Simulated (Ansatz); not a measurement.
```xyz
11

Si   -0.4799    0.3538    1.4713
O     0.1072   -0.0374    0.0258
Si   -0.4152   -0.0127   -1.5670
F    -1.9379    0.9157    1.3237
F     0.4185    1.4448    2.1411
F    -0.5137   -0.9049    2.3989
H     1.7989   -0.6955    0.0858
F     2.6641   -1.0361    0.1043
H    -1.6081   -0.8810   -1.6841
H    -0.7463    1.3830   -1.9317
H     0.7125   -0.5296   -2.3681
```

The reactant side of a reaction path; geometry: PBE0-D4/def2-TZVP.

All numbers below come from RKS PBE0-D4/def2-TZVPP (Ansatz 0.2.0).

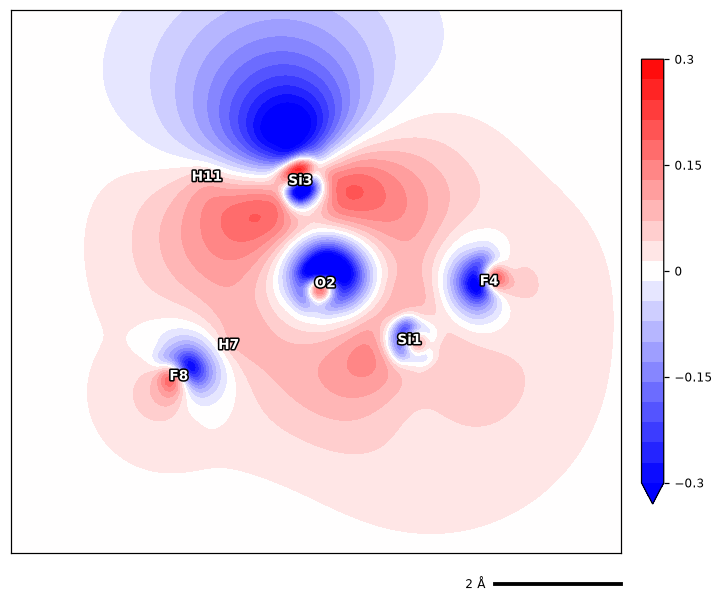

F3H3OSi2···HF. The LUMO on the plane of atoms Si1, O2 and Si3 (values in Å⁻³ᐟ²; the overall sign is arbitrary).

Where does this orbital lie, and at what energy?

Answer. Its weight (Hirshfeld) is mainly on Si3 (about 50 %), Si1 (about 15 %) and O2 (about 10 %). Its energy is −0.84 eV.
